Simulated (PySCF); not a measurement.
**FO₃Re (Re(O)3(F)): density, localisation and related maps**

| atom | x (Å) | y (Å) | z (Å) |
| --- | --- | --- | --- |
| Re | -0.0035 | 0.0035 | -0.0035 |
| O | 1.0054 | 0.9557 | 1.0054 |
| O | -0.9557 | -1.0054 | 1.0054 |
| O | 1.0054 | -1.0054 | -0.9557 |
| F | -1.0815 | 1.0815 | -1.0815 |

Core potentials replace the inner electrons of Re.

Level of theory: RKS BP86, Re def2-SVP with ECP60, O def2-SVP, F def2-SVP; non-relativistic Hamiltonian with scalar-relativistic core potentials where named; density fitting in PySCF 2.14.0.

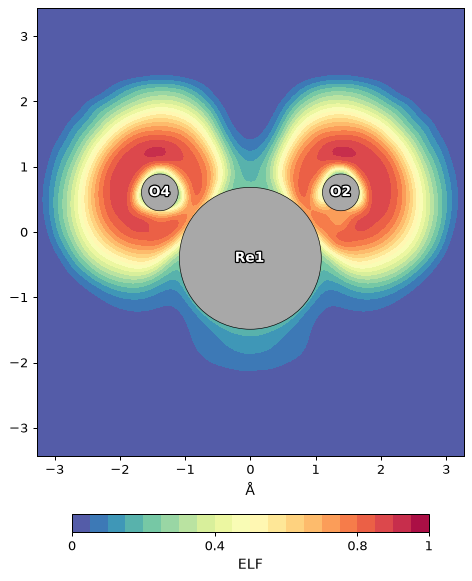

Figure 1. ELF on the plane of atoms O2, Re1 and O4. Grey discs cover the atomic cores.

> Describe what can be read from this map.

The plane passes through Re and O nuclei.
Re–O (1.72 Å): the ELF peaks at about 0.75 in the valence shell of O, 0.5 Å from its nucleus, and drops to about 0.35 between the two atoms.

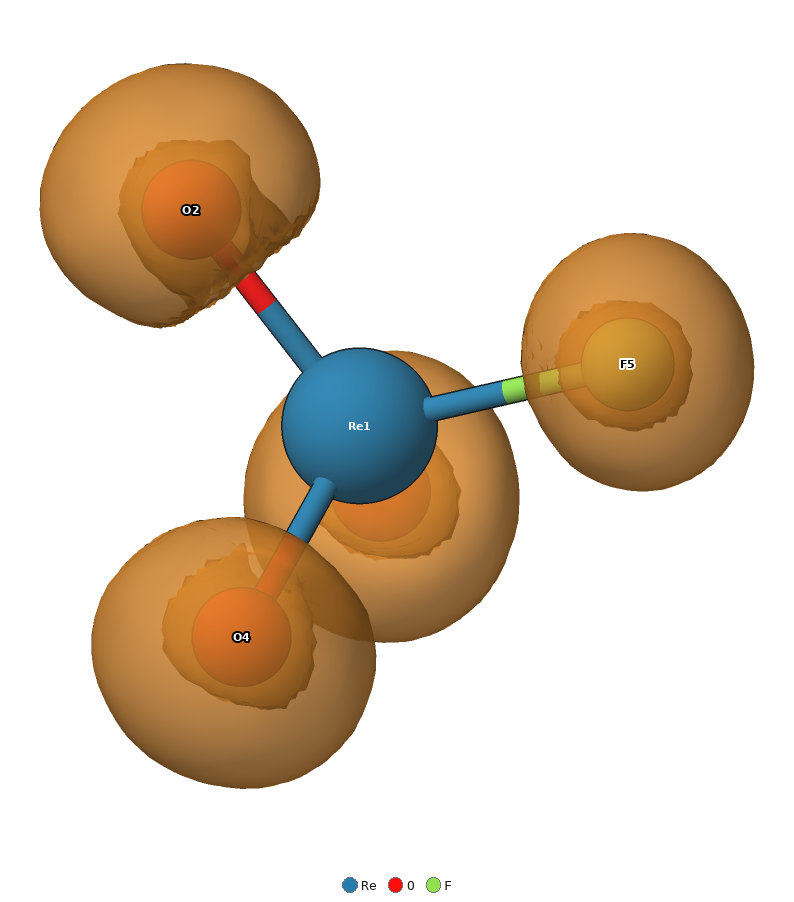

Figure 2. Isosurface of the ELF at 0.75 (orange), seen at a tilt. Only the valence region is drawn (cores and ρ < 0.01 e/Å³ removed).

> Identify the bonds, lone pairs and shells in this picture.

At this value the surface marks out one region wrapped around F (its valence shell) and three regions wrapped around O (the valence shell of each).


 Re–F (1.87 Å): the ELF peaks at about 0.80 in the valence shell of F, 0.5 Å from its nucleus, and drops to about 0.25 between the two atoms.

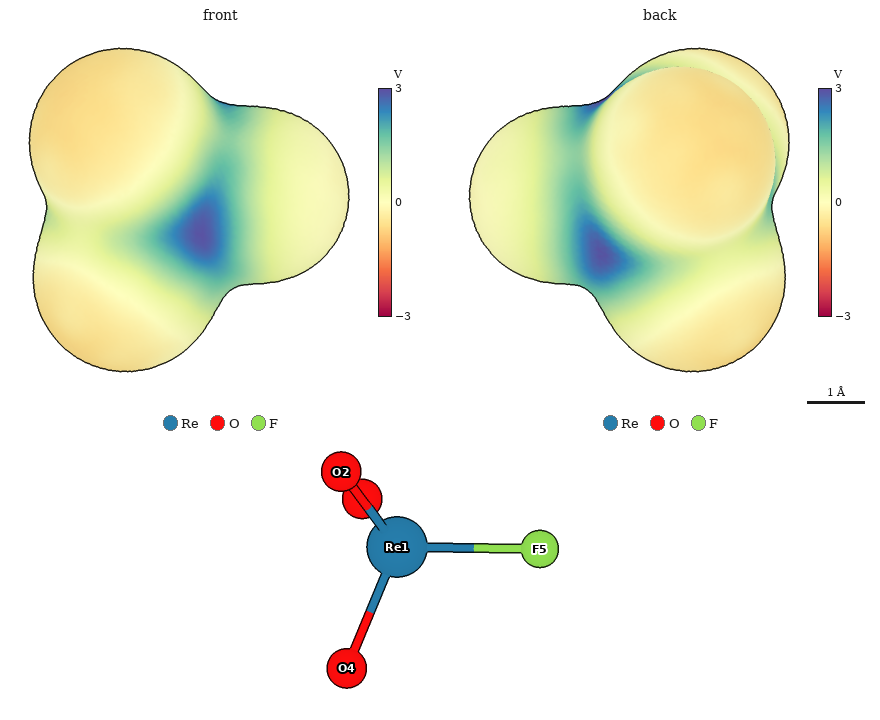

Figure 3. The molecular electrostatic potential painted on the density surface at 0.002 e/bohr³, seen from the front and from behind; the colour scale runs from red (negative) to blue (positive). The bare structure is drawn below in the same view.

> Which sites attract a positive test charge, and which a negative one?

A positive charge is drawn to the negative regions and a negative charge to the positive ones. The most negative region (about −0.6 V, or −14 kcal/mol for a unit charge) lies over O2, O3 and O4, the most positive (about +2.9 V, or +67 kcal/mol for a unit charge) over Re1.
